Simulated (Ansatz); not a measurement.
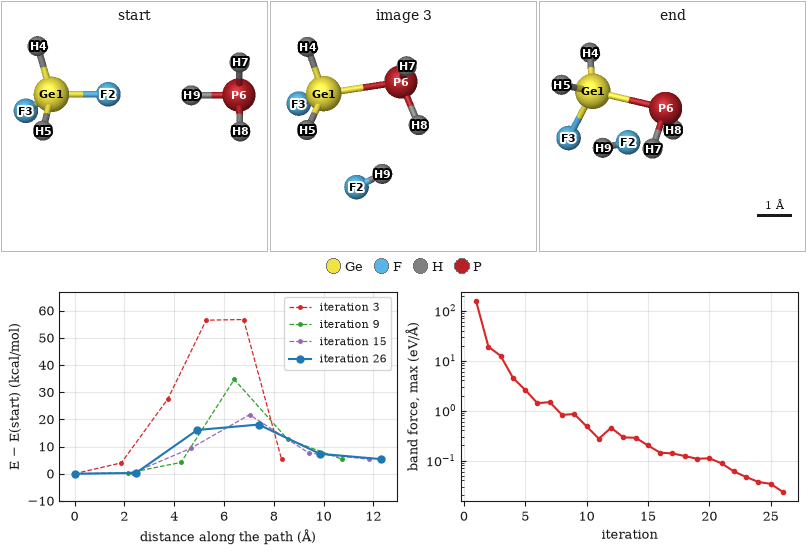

A nudged-elastic-band calculation for GePH5F2, made up at the start of GeH$_{2}$F$_{2}$ and PH$_{3}$. Images are numbered from 0 (start) to 5 (end). The plot follows the band through its iterations. A ball-and-stick model, seen face on.

Method: RKS B3LYP/def2-SVP (Ansatz 0.2.0). Run with 4 movable images; no climbing image; force threshold 0.03 eV/Å; iteration limit 60; starting path through a guess of the saddle point.

Question: Judge this run.

Answer: The run is converged, with reservations. The band converged in 26 iterations. The largest component of the band force went from 150 to 0.024 eV/Å. No image climbed, so the highest image needn't lie on the saddle point, and the true maximum along this path can be higher. The first iteration put the highest image at 622.1 kcal/mol. The energy climbs by 18.1 kcal/mol to image 3 and then falls by 12.7 kcal/mol, so the end point sits at +5.4 kcal/mol.

Limits of the set-up: the start holds two separate molecules, 2.5 Å apart at their closest, whose relative position is a soft coordinate and is computed without a dispersion correction.

The run took 3.5 min on 2 threads of Arm Neoverse V2, on a shared host, peak memory 0.24 GiB.
